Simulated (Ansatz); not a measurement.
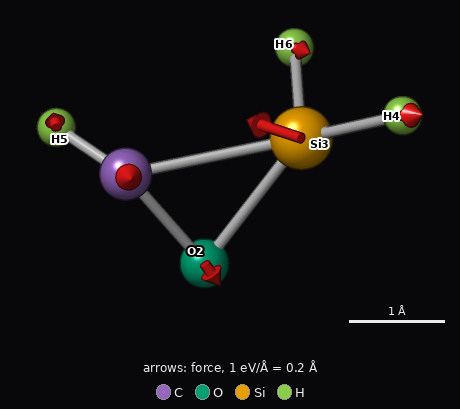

Starting geometry of CH$_{3}$OSi (charge −1) with the computed forces as red arrows. The picture is a ball-and-stick view, seen from a free direction.

It is one of the separated reactants of a reaction.

Theory: RKS PBE-D4/def2-SVPD (Ansatz 0.2.0).

Input file:
```yaml
crystal:
  periodic: [false, false, false]
  atoms:
    - {symbol: C, position_ang: [0.017681, -0.183698, -0.613110]}
    - {symbol: O, position_ang: [-0.985418, -0.563167, 0.324721]}
    - {symbol: Si, position_ang: [-0.369326, 1.029366, 0.782687]}
    - {symbol: H, position_ang: [-0.803455, 2.375225, 0.911511]}
    - {symbol: H, position_ang: [0.900402, -0.833172, -0.595040]}
    - {symbol: H, position_ang: [0.798238, 0.587610, 1.732131]}
basis:
  gaussian: {orbitals: def2-SVPD}
total_charge: -1
hamiltonian: {xc: pbe, dispersion: d4}
relax: {f_tol: 0.03, max_steps: 250}
```

Command:
```bash
ansatz run in.yaml --threads 2 --pin off --events-out ev --progress --plain --max-ram 4352MiB
```

Q: What follows when this structure is relaxed?

A: It isn't relaxed: the largest force vector, on Si3, is 4.39 eV/Å. The final displacements follow the starting forces only in part (cosine between the two patterns 0.47). The largest move after the best rigid fit is that of H6, 0.38 Å. Largest moves by element: H 0.38 Å, Si 0.35 Å, C 0.21 Å, O 0.13 Å. Some distances before and after: C1–O2 1.425 → 1.591 Å, Si3–H4 1.420 → 1.523 Å, O2–Si3 1.768 → 1.722 Å, C1–Si3 1.889 → 1.847 Å. Among the angles between lasting bonds that change: C1–Si3–H6 96.5° → 131.9°, O2–Si3–H4 140.4° → 115.7°, Si3–C1–H5 122.2° → 106.4°. The energy falls by 99.7 kJ/mol in 7 accepted moves (8 points after the start). The largest force component goes from 3.4 to 0.028 eV/Å. The line search rejected the trial step at point 5 of the run. The run took 9 s on 2 threads of Arm Neoverse V2, on a shared host.
